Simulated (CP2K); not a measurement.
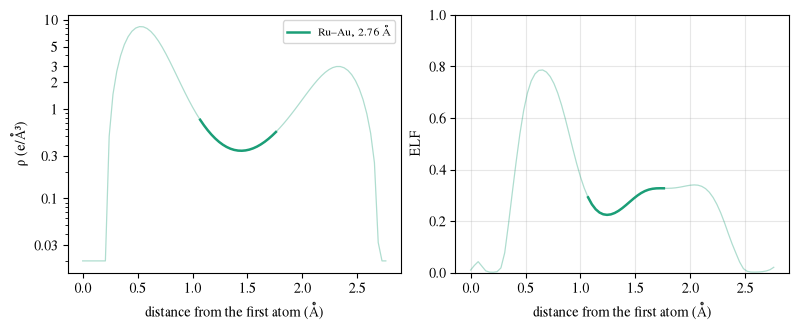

Figure 1: RuAu. Valence charge density (pseudo) and electron localisation function along straight lines between neighbouring atoms. Thin, pale parts lie inside the atomic spheres.

Space group P4/mmm; a generated structure, not necessarily the stable one; changed on purpose from its base cell (strain c = 0.02).

Theory: CP2K, Kohn-Sham DFT of a periodic cell, PBE, GTH-PBE with UZH-TZVP basis.

The density is the valence pseudo-density of a pseudopotential calculation; it isn't the true density close to the nuclei.

```
Ru Au
1.0
     3.16481    0.00000    0.00000
     0.00000    3.16481    0.00000
     0.00000    0.00000    3.22811
Ru Au
1 1
Cartesian
  0.0000 0.0000 0.0000
  1.5824 1.5824 1.6141
```

What can be read from the curves?

Answer. Ru–Au (2.76 Å): ρ at the midpoint is about 0.35 e/Å³; the ELF is about 0.25 at the midpoint (no localised pair shows between them).
